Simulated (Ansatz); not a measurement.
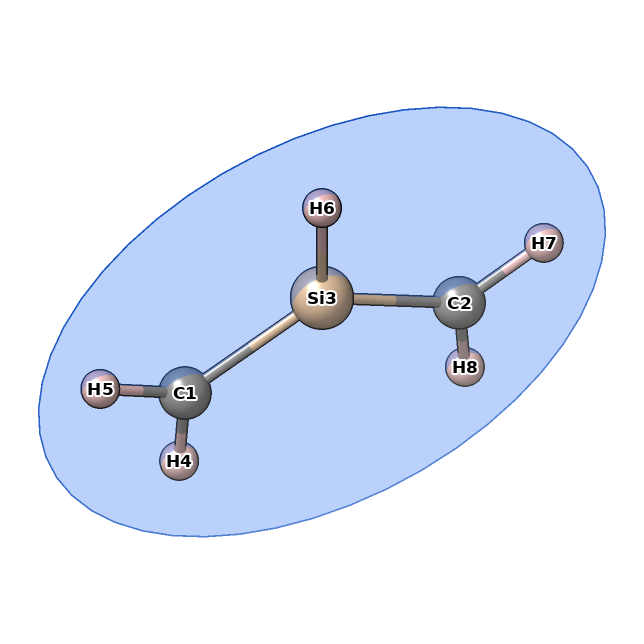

A disc through the centre of mass is drawn in. Distant atoms are faded towards the background colour. Charge 0, doublet. Computed geometry: PBE-D4/def2-SVP optimisation. No frequency run is at hand to confirm it as a minimum.

Question: Is the plane of the disc a mirror plane of the structure?

Answer: Yes. The reflection leaves C1, C2, Si3, H4, H5, H6, H7, H8 in place. The point group is C2v.
